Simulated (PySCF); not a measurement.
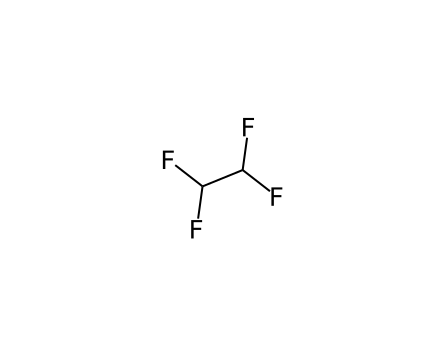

Simulated data, not a measurement (program: PySCF).

2D structure.

### Transcribe the drawing into SMILES.

FC(F)C(F)F

### Give the formula, hydrogens included.

C2H2F4.

### An optimisation with GFN2-xTB gave a structure of which point group?

C2h. Other conformers may differ.
